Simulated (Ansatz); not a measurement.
# Is the response still linear at 0.5 V/Å? MoSi2N4 bilayer, AB

The dipole of a slab grows in proportion to a weak field along its normal. Does the weak-field slope carry to a strong field?

How it was computed: Ansatz 0.2.0, plane waves with PAW datasets (its set soft_2), PBE-D3(BJ); atoms held at their relaxed places, 18 Å of vacuum, dipole correction, cell area 7.21 Å², 18×18 k-points, smearing 0.02585 eV. Without field the slab has a gap of 1.87 eV.

```tsv
run	field (V/Å)	dipole (e·Å)
run 1	−0.10	−0.05658
run 2	0.00	0.00581
run 3	0.10	0.06821
run 4	0.50	?
```

**Question.** What value belongs in the row marked “?”, and how far can the other rows tell?

A least-squares line through the 3 rows shown has slope 0.623950 and intercept 0.005813; no row lies more than 0.00001 e·Å off it. A perfect conductor with that slope would be 180.95 × 0.62395 / 7.21 = 15.66 Å thick. At 0.50 it gives 0.623950 × 0.50 + 0.005813 = 0.31779 e·Å, beyond the rows fitted. Rounding and scatter of the rows alone allow about ±0.00002 e·Å there.

The run itself gives 0.31800 e·Å: a miss of +0.00021 e·Å. That is under 1 % of the induced dipole, so the response is still linear.

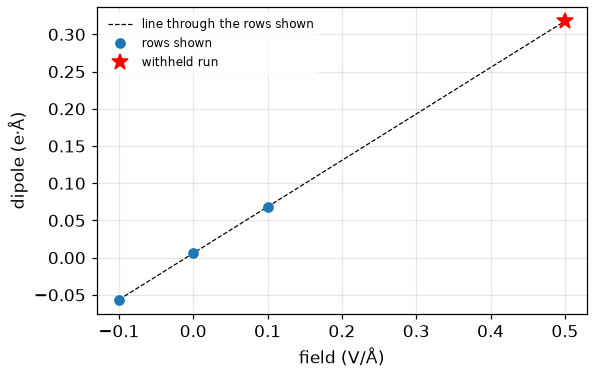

The fit and the withheld run.

Caveats: Ions are held, so this is the electronic response. Of the series that stay linear within 1 %, this collection keeps about one in seven, and it keeps all that bend.

[Logs are printed without paths, hosts, clocks, repeated set-up lines and the standing remarks that a program may print on its own settings, such as how far it seeks lower states.]
